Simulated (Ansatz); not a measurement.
# TiO2 (P3_121): single point in Python

What energy and properties does TiO2 (P3_121) have at the given structure? The task is a single point, for TiO2 (P3_121).

A COD entry behind a cell of this session may itself be a prediction, so a difference from it is no test against experiment.

Program: Ansatz 0.2.0, driven from Python. Level of theory: DFT LDA, plane waves, PAW. These are calculated values, not measurements.

## 1. The system

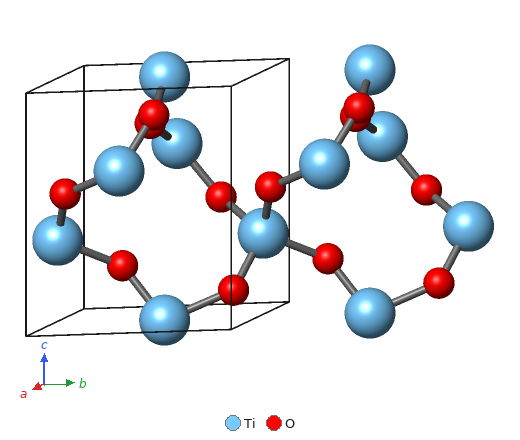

The starting structure, viewed slightly off an axis; titanium blue, oxygen red. 1×2×1 cells are drawn. Atoms on cell faces are repeated.

The script holds or builds the structure itself.

## 2. The script

scf_tio2.py reads:

```python
"""Self-consistent field of TiO2 at the given structure."""

from dataclasses import dataclass
from pathlib import Path

import ansatz as az
from ase.io.cube import read_cube_data
from ase.units import Bohr
import numpy as np
from pymatgen.core import Structure


@dataclass(frozen=True)
class RunConfig:
    filling: str = "Fixed"
    k_spacing: float = 0.36


settings = RunConfig()

lattice = az.Lattice.of(
    (5.291, 0.0, 0.0),
    (-2.6455, 4.58214, 0.0),
    (0.0, 0.0, 6.133),
)
sites = [
    ("Ti", (0.453, 0.0, 1 / 3)),
    ("Ti", (0.0, 0.453, 2 / 3)),
    ("Ti", (0.547, 0.547, 0.0)),
    ("O", (0.408, 0.303, 0.215)),
    ("O", (0.697, 0.105, 0.548333)),
    ("O", (0.895, 0.592, 0.881667)),
    ("O", (0.303, 0.408, 0.785)),
    ("O", (0.105, 0.697, 0.451667)),
    ("O", (0.592, 0.895, 0.118333)),
]
cell = az.Crystal(lattice=lattice)
for symbol, position in sites:
    cell = cell.atom(symbol, position)

# functional, basis and sampling
calculation = (
    cell.calculation()
    .functional(az.Functional.LDA)
    .occupations(settings.filling)  # no smearing
    .kpoints(spacing=settings.k_spacing)  # the mesh must be finer for metals
    .density()
    .output_files(volumetric_format="cube")
)
history = []
outcome = calculation.session().plan().execute(on_event=lambda event: history.append(event["data"]["dr2_ev"]) if event["event"] == "scf_iter" else None)
summary = outcome.report
print("density residual by iteration (eV):", " ".join(f"{value:.1e}" for value in history[:40]))

for key in ("converged", "n_iterations", "n_electrons", "n_kpoints", "n_pw", "n_symmetry_ops", "free_energy_ev", "fermi_energy_ev"):
    print(f"{key:18s} {summary[key]}")

# cube files hold the density in electrons per cubic bohr
folder = Path(outcome.write_results("cubes"))
print("\n".join((folder / "rho.cube").read_text().splitlines()[: 6 + 6]))
values, cube_atoms = read_cube_data(str(folder / "rho.cube"))
print("electrons from the file:", round(values.mean() * cube_atoms.get_volume() / Bohr ** 3, 3))

final = Structure(outcome.lattice.cell_ang, [s.symbol for s in outcome.lattice.sites], [s.position_frac for s in outcome.lattice.sites])
distances = np.array([n.nn_distance for shell in final.get_all_neighbors(6.0) for n in shell])
values, counts = np.unique(distances.round(2), return_counts=True)
print("distance (A)  neighbours per atom")
for value, count in list(zip(values, counts))[:14]:
    print(f"{value:10.2f} {count / len(final):10.2f}")
```

## 3. Running it

Launch:

```
python scf_tio2.py
```

The program printed:

```text
DeckWarning: the atoms were moved onto the symmetric positions of the space group found under crystal.symmetry.tolerance 1.0e-5 (fractional; no operation is sought that the atoms, as they stand in a round, miss by more than twice it, and no atom is moved by [...]
DeckWarning: basis.ecutwfc = 420 eV, auto-derived from the records' recommended cutoffs: set by Ti (normal level)
density residual by iteration (eV): 3.5e-01 1.0e-01 8.0e-03 4.9e-04 2.9e-05 5.1e-06 2.0e-07 2.5e-08
converged          True
n_iterations       8
n_electrons        72.0
n_kpoints          9
n_pw               2943
n_symmetry_ops     6
free_energy_ev     -10693.325293990274
fermi_energy_ev    1.9733812674198294
ansatz rho
values in e/bohr^3 (x slowest, z fastest)
    9    0.000000    0.000000    0.000000
   36    0.277737    0.000000    0.000000
   36   -0.138869    0.240528    0.000000
   45    0.000000    0.000000    0.257549
   22   22.000000    4.529339    0.000000    3.863230
   22   22.000000   -2.264669    3.922522    7.726460
   22   22.000000    2.734601    4.736468    0.000000
    8    8.000000    2.564626    2.623674    2.491783
    8    8.000000    6.444059    0.909194    6.355014
    8    8.000000    5.989126    5.126122   10.218244
electrons from the file: 72.0
distance (A)  neighbours per atom
      1.73       1.33
      1.88       1.33
      2.81       0.67
      2.84       1.33
      3.04       1.33
      3.13       0.67
      3.37       1.33
      3.52       1.33
      3.63       0.67
      3.65       1.33
      3.79       0.67
      3.83       1.33
      3.94       1.33
      3.95       1.33
```

(Warnings from the package without file and line, shortened.)

Run time: 4.8 s. Hardware: 1 thread of Arm Neoverse V2, shared host; peak memory 0.45 GiB.

Lines on the test bed's own set-up are left out of the output.

## 4. What the engine kept of the run

The report of the run holds:

| item | value |
| --- | --- |
| SCF cycles in all | 8 |
| k-points solved | 9 |
| plane waves | 2943 |
| bands | 45 |
| valence electrons | 72 |
| free energy (eV) | -10693.32529 |
| Fermi level (eV) | 1.973 |
| lowest empty less highest filled level on the mesh, by band count (eV) | 3.723 |

## 5. The command-line twin

The engine's input of that run, saved to a file, gives the whole log.

input.yaml reads:

```yaml
crystal:
  lattice:
    - [5.291, 0.0, 0.0]
    - [-2.6455, 4.58214, 0.0]
    - [0.0, 0.0, 6.133]
  atoms:
    - { symbol: Ti, position: [0.453, 0.0, 0.3333333333333] }
    - { symbol: Ti, position: [0.0, 0.453, 0.6666666666667] }
    - { symbol: Ti, position: [0.547, 0.547, 0.0] }
    - { symbol: O, position: [0.408, 0.303, 0.215] }
    - { symbol: O, position: [0.697, 0.105, 0.548333] }
    - { symbol: O, position: [0.895, 0.592, 0.881667] }
    - { symbol: O, position: [0.303, 0.408, 0.785] }
    - { symbol: O, position: [0.105, 0.697, 0.451667] }
    - { symbol: O, position: [0.592, 0.895, 0.118333] }
kpoints:
  mp_grid: { kspacing: 0.36 }
hamiltonian:
  xc: lda
scf:
  occupations: { method: fixed }
output:
  write_density: true
  volumetric_format: cube
```

Launch:

```
ansatz run input.yaml --threads 1 --pin off --max-ram 3072MiB --backend cpu --events-out ev --progress --plain --runs-dir out
```

The program printed (excerpt; [...] marks lines left out):

```text
Warning: the atoms were moved onto the symmetric positions of the space group found under crystal.symmetry.tolerance 1.0e-5 (fractional; no operation is sought that the atoms, as they stand in a round, miss by more than twice it, and no atom is moved by as much as it), and the run uses [...]
Warning: RAYON_NUM_THREADS=1 ignored (pool sized by the plan → 1); use --threads N
[...]
Pseudopotentials: kind: paw
Pseudopotential: Ti, paw, valence charge 12, recommended cutoff 420 eV (normal), Ti.paw.azcp
Pseudopotential: O, paw, valence charge 6, recommended cutoff 420 eV (normal), O.paw.azcp
Functional definition: SPW92
[...]
Crystal: 9 atoms, lattice volume = 148.689 Å³
Basis set: ecut = 420 eV, 2943 PW (Γ)
Bands: 45, of which v1, the nominal top of the filled ones, is band 36 counted from 1 (35 counted from 0)
Symmetry: 6 space group operations
Space group: P3121 (ITA 152), of the structure as read, at distance tolerance 5.3e-5 Å
k-points: 9 of 48 (time reversal used)
[...]
SCF iter   1: F=—  HF=-10693.399737 eV  |F-HF|=—  |Δ(HF+E_count)|=         —  Δρ=1.56e-2  dr2=3.50e-1  ethr=1.77e-3  ⟨swp⟩=3.9  Hψ=1398  notcnv=0  defer=62
[...]
SCF iter   8: F=-10693.325294 eV  HF=-10693.325294 eV  |F-HF|=8.48e-9  |Δ(HF+E_count)|=   6.26e-8  Δρ=3.12e-6  dr2=2.47e-8  ethr=1.39e-10  ⟨swp⟩=2.0  Hψ=747  notcnv=0
[...]
SCF converged after 8 iterations
Free energy (F): -10693.325294 eV
[...]
E sigma→0 (E₀):  -10693.325294 eV
Fermi energy:    1.973381 eV
[...]
```

It took 4 s on 1 thread of Arm Neoverse V2, shared host; peak memory 0.31 GiB.

Script and command line differ by 0.000 meV in the energy.

## 6. Results

| quantity | value |
| --- | --- |
| free energy | -10693.3253 eV (-1188.1473 eV/atom) |
| gap on the mesh | 3.72 eV |

What this shows: On the mesh the gap is 3.72 eV; the true edges may lie between its points. Gaps at this rung are as a rule too small against experiment. Caveats:
- Spin is left out of this run.
- The zero of the levels is a convention of the potentials, so an absolute Fermi energy is no work function.
- Grid values close to the nuclei reflect the PAW or pseudopotential construction, not the all-electron fields.
